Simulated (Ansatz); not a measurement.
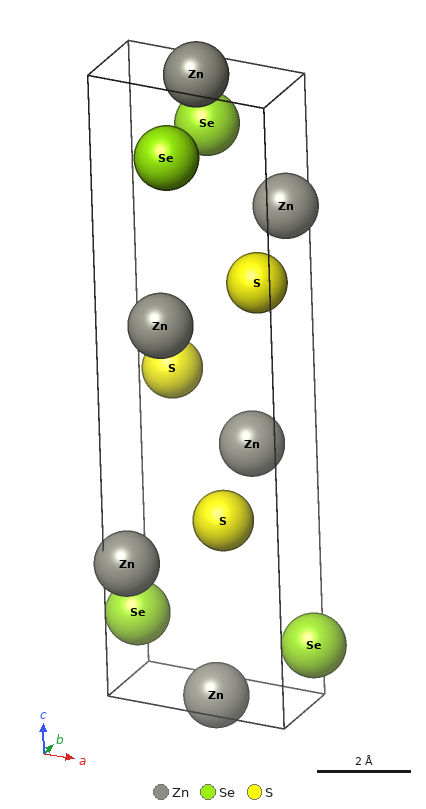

Figure: spheres-only view slightly off an axis. The cell (the run's own, in a reduced setting) is drawn as a box.

```
CELL_PARAMETERS angstrom
0.00000 -3.93195 0.00000
3.93195 0.00000 0.00000
-1.96597 1.96597 13.88756
ATOMIC_POSITIONS crystal
Zn 0.70224 0.70224 0.40448
Zn 0.29776 0.29776 0.59552
Zn 0.89348 0.89348 0.78695
Zn 0.50000 0.50000 0.00000
Zn 0.10652 0.10652 0.21305
Se 0.44678 0.94678 0.89356
Se 0.05322 0.55322 0.10644
S 0.25000 0.75000 0.50000
S 0.84562 0.34562 0.69124
S 0.65438 0.15438 0.30876
```

All computed values are from DFT PBE, scalar-relativistic, plane waves, PAW in Ansatz 0.2.0. Settings: a basis cut at 420 eV, k-points about 0.23 Å⁻¹ apart, Gaussian smearing of 0.02 eV, no spin polarisation.

Give the Bader charge of each element.

Zn +0.75 to +0.89 e; Se -0.75 e; S -0.89 e. The transfer is large, as in an ionic solid.

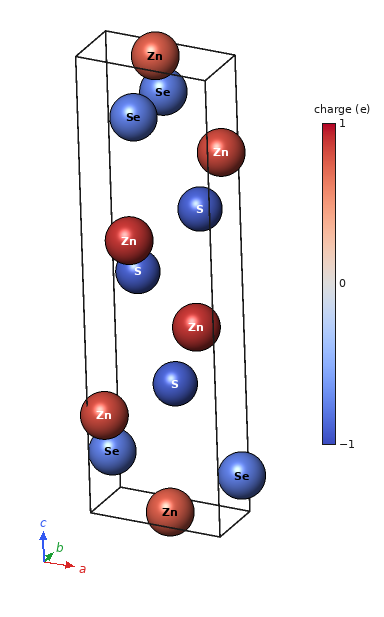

The atoms coloured by those charges.

The cell started as a structure type filled with these elements by a generator (whether the compound takes this form wasn't checked). Earlier steps of the study, as a rule a relaxation of our own, may have changed the cell and positions, so they can lie some per cent off the listed ones. It was run through Ansatz as a DFT input.
